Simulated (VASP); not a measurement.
Band structure of C (diamond). Calculation: PBEsol GGA, VASP's PBE PAW potentials (set 64) (plane waves; VASP).

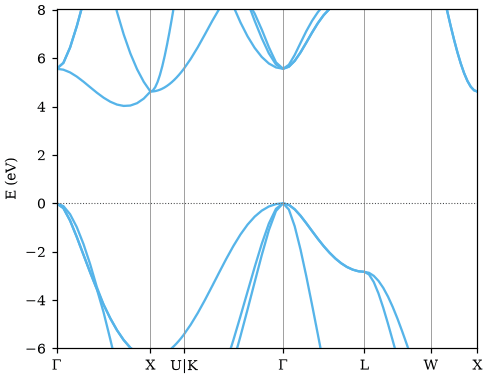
Figure: Bands along high-symmetry lines, zero at the valence-band maximum or, without a gap, the Fermi level

Task: Read the plot: is there a gap, and where are the band edges?

Result: The gap is indirect, 4.03 eV, from the valence maximum at Γ to the conduction minimum at Γ-X at 0.71. (Edges off the drawn lines would not show.)

The compound is C in the diamond structure. It was relaxed first.
